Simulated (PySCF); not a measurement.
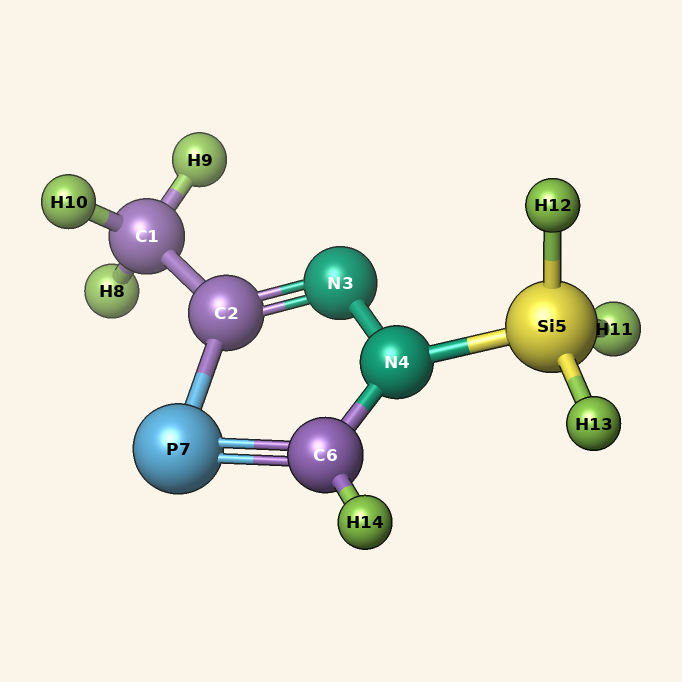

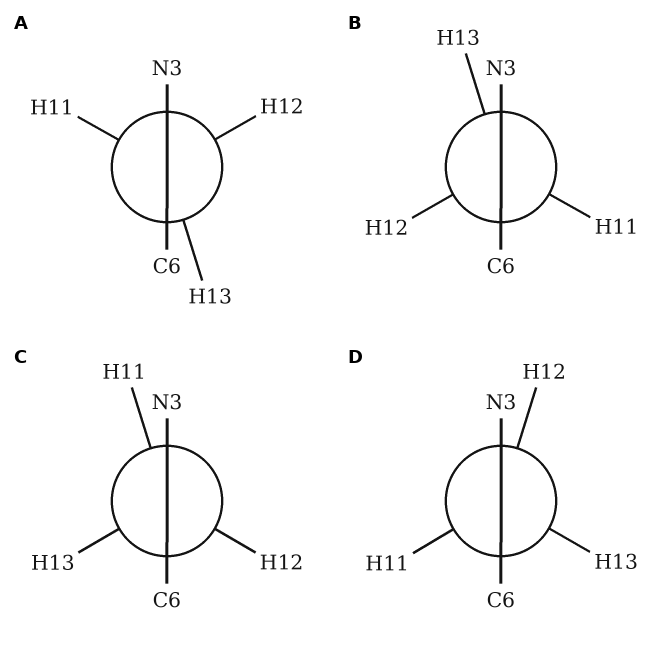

Distant atoms are faded towards the background colour. Bonds that would overlap in a projection are set slightly apart. The geometry was computed by an optimisation with GFN2-xTB. No frequency run is at hand to confirm it as a minimum.

Which Newman projection shows the view along N4–Si5, with N4 in front?

Answer. A. The torsion angle N3–N4–Si5–H11 is −61°, synclinal (gauche).
